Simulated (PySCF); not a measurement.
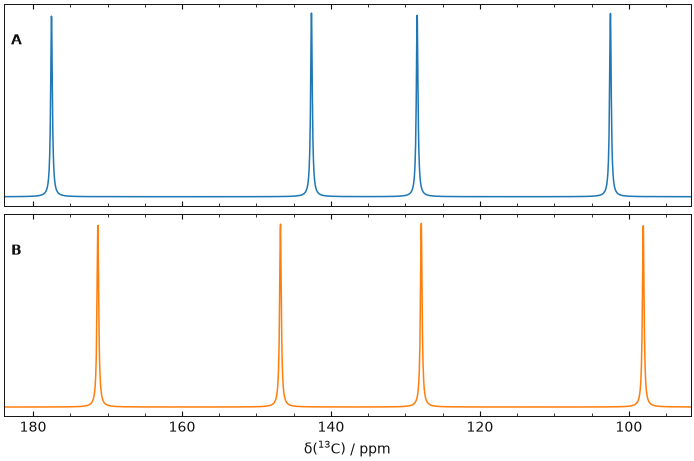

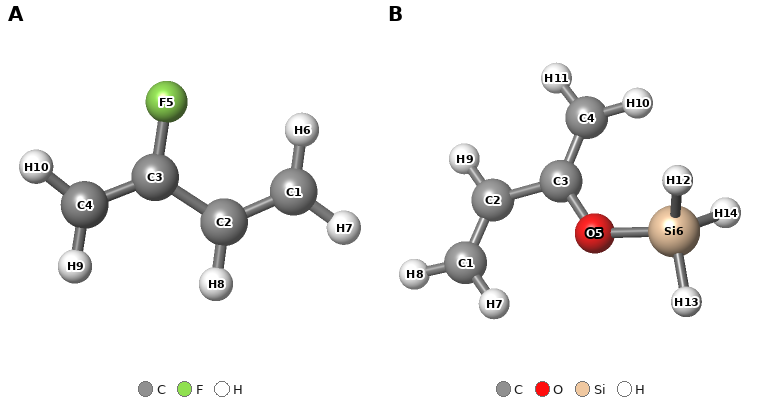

Related molecules: A is C₄H₅F, SMILES C=CC(=C)F; B is C₄H₈OSi, SMILES C=CC(=C)O[SiH3]. GIAO ¹³C shifts against TMS, ωB97X-D/pcSseg-2, PySCF, at a PBE0-D3(BJ)/def2-SVP geometry (no frequency check); fully decoupled, line heights follow the number of nuclei within a panel, widths are arbitrary (no quadrupolar broadening); values of one conformer, averaged over methyl-type rotors and exact or near symmetry; other conformers aren't averaged in.

Assign the ¹³C signals of each molecule.

A: 177.5 (C3); 142.6 (C2); 128.4 (C1); 102.5 (C4)
B: 171.3 (C3); 146.8 (C2); 127.9 (C1); 98.1 (C4)
